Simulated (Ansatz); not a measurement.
Input

```
crystal:
  periodic: [false, false, false]
  atoms:
    - {symbol: C, position_ang: [0.588839, -0.123544, -0.892449]}
    - {symbol: C, position_ang: [-0.570817, -0.080602, 0.108942]}
    - {symbol: Br, position_ang: [0.997602, -2.127695, 2.272428]}
    - {symbol: Cl, position_ang: [1.223905, 1.382913, 2.350196]}
    - {symbol: Si, position_ang: [-0.062759, -0.187692, 1.906308]}
    - {symbol: H, position_ang: [1.295039, 0.702134, -0.714729]}
    - {symbol: H, position_ang: [0.223630, -0.039402, -1.927707]}
    - {symbol: H, position_ang: [1.150971, -1.066492, -0.808321]}
    - {symbol: H, position_ang: [-1.147935, 0.856288, 0.004884]}
    - {symbol: H, position_ang: [-1.282841, -0.905806, -0.071302]}
    - {symbol: H, position_ang: [-1.206619, -0.119789, 2.846482]}
basis:
  gaussian:
    orbitals: def2-SVPD
output: {forces: true, orbitals: {seedname: orbitals}}
total_charge: 0
hamiltonian:
  xc: {name: PBE0}
```

Command:

```sh
ansatz run input.yaml --threads 2 --pin off --max-ram 4350MiB --events-out events.jsonl --progress --plain --runs-dir runs
```

Geometry: B3LYP-D3(BJ)/def2-SVP.

Level of theory: isolated molecule in a Gaussian basis; Kohn-Sham density functional theory, functional PBE0 in Ansatz.

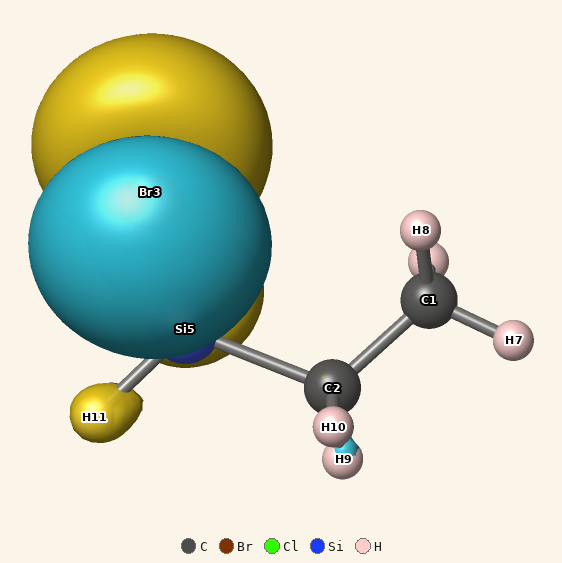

C₂H₆BrClSi. The HOMO−1 at ±0.08 Å⁻³ᐟ² (yellow and cyan are the two phases), seen across its widest extent.

**Where does this orbital lie, and at what energy?**

It lies mainly on Br3 (about 80 %) and Cl4 (about 10 %); largely a lone pair of Br3. Its energy is −8.62 eV.
